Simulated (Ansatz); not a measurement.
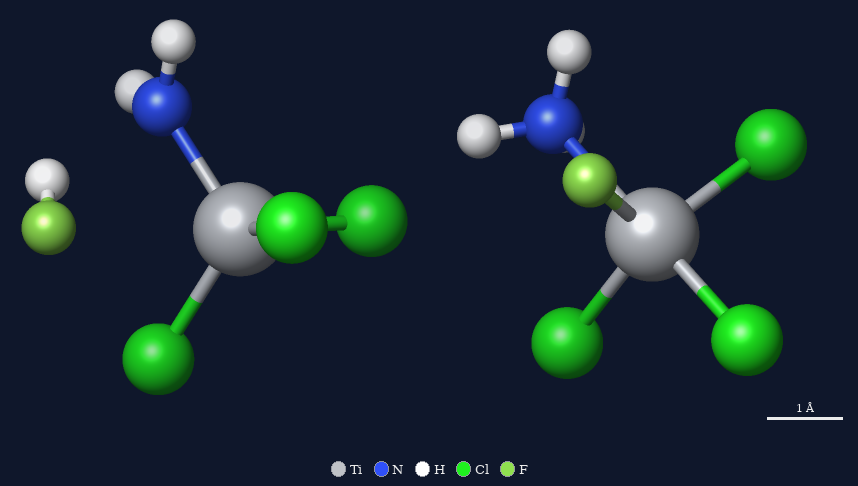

Two geometries of TiNH3Cl3F, drawn at one scale. One is the start of a relaxation, the other its converged end. The picture is a ball-and-stick view, seen at a tilt.

The calculation used RKS PBE-D4/def2-SVP in Ansatz. (no spin polarisation; force threshold 0.03 eV/Å; at most 50 steps)

> Which geometry has the lower energy?

The right one is the relaxed one. The run prepares an end point of a later path (reaction) calculation, from a guessed geometry. The largest move after the best rigid fit is that of the F atom, 1.69 Å. Largest moves by element: F 1.69 Å, Cl 1.59 Å, H 1.33 Å, Ti 0.69 Å, N 0.57 Å. Near-neighbour distances that change, for instance: F–H 0.934 → 2.800 Å, F–Ti 3.027 → 1.752 Å, H–N 2.250 → 1.029 Å, N–Ti 2.000 → 2.305 Å. New bonds form, among them: F–Ti (3.03 → 1.75 Å), H–N (2.25 → 1.03 Å). Bonds break, among them: F–H (0.93 → 2.80 Å). Bond angles that change, for instance: N–Ti–Cl 110.4° → 179.6°, N–Ti–Cl 109.6° → 81.5°, N–Ti–Cl 105.7° → 81.5°. After 27 accepted moves (30 points after the start) the energy has fallen by 1.916 eV. The largest force component goes from 1.9 to 0.011 eV/Å. The line search rejected the trial steps at points 12, 16, 20 of the run. The forces were under the threshold at step 17, but the run went on from there. The run took 55 s on 4 threads of Arm Neoverse V2, on a shared host, peak memory 0.22 GiB.

Limits of the set-up: the start holds two separate molecules, 2.2 Å apart at their closest, whose relative position is a soft coordinate.
